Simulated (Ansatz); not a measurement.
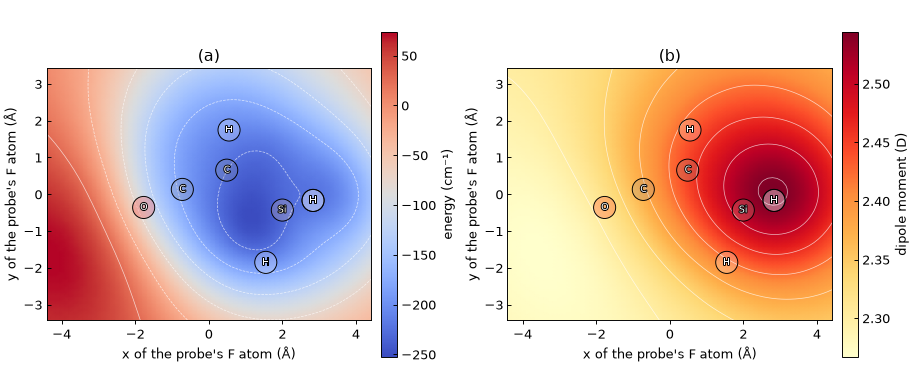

C₂H₄OSi (SMILES O=C=C[SiH3]) with the probe HF. The probe is moved over a plane parallel to the molecule's main plane, 3.91 Å above it. The first coordinate is: x of the probe's F atom; the second: y of the probe's F atom. Nothing is relaxed (molecule and probe rigid, the probe upright with F nearest the plane). The grid has 19 × 15 points. Points are written as (first, second). All energies are given in cm⁻¹ relative to molecule and probe far apart, each relaxed in its own basis (no counterpoise correction). These are results of RKS PBE0-D4/def2-SVPD (Ansatz), not measurements.

Panel (a) is the energy and panel (b) the computed dipole moment on the same grid.

In the figure: a smooth colour map with a few white contour lines, labelled circles for the molecule's atoms, projected on the plane. Between grid points the surface is interpolated.

### How does the dipole moment vary over the map, and what is it at the lowest grid point?

Leaving out the highest fifth of the energies, it runs from 2.28 D at (−2.45 Å, −0.98 Å) to 2.54 D at (2.94 Å, 0.00 Å). At the lowest grid point, (0.98 Å, −0.49 Å), it is 2.46 D.

```csv
"y of the probe's F atom ↓, x of the probe's F atom →",−3.92,−2.94,−1.96,−0.98,0.00,0.98,1.96,2.94,3.92
3.43,2.30,2.31,2.33,2.35,2.38,2.39,2.40,2.40,2.39
2.94,2.30,2.31,2.33,2.36,2.39,2.41,2.42,2.42,2.40
2.45,2.30,2.31,2.33,2.36,2.40,2.42,2.44,2.44,2.42
1.96,2.29,2.31,2.33,2.37,2.41,2.44,2.46,2.47,2.44
1.47,2.29,2.30,2.33,2.37,2.42,2.46,2.49,2.49,2.47
0.98,2.28,2.30,2.33,2.37,2.42,2.47,2.51,2.52,2.49
0.49,2.28,2.29,2.32,2.37,2.42,2.47,2.52,2.54,2.50
0.00,2.27,2.28,2.31,2.36,2.41,2.47,2.52,2.54,2.51
−0.49,2.27,2.28,2.30,2.35,2.40,2.46,2.51,2.53,2.50
−0.98,2.27,2.27,2.29,2.33,2.38,2.44,2.49,2.51,2.48
−1.47,2.27,2.27,2.29,2.32,2.36,2.41,2.45,2.47,2.45
−1.96,2.27,2.27,2.28,2.31,2.34,2.39,2.42,2.44,2.42
−2.45,2.27,2.27,2.28,2.30,2.33,2.36,2.39,2.40,2.40
−2.94,2.27,2.27,2.28,2.29,2.31,2.34,2.36,2.38,2.37
−3.43,2.28,2.27,2.28,2.29,2.31,2.33,2.34,2.35,2.35
```

The table holds every second grid line.
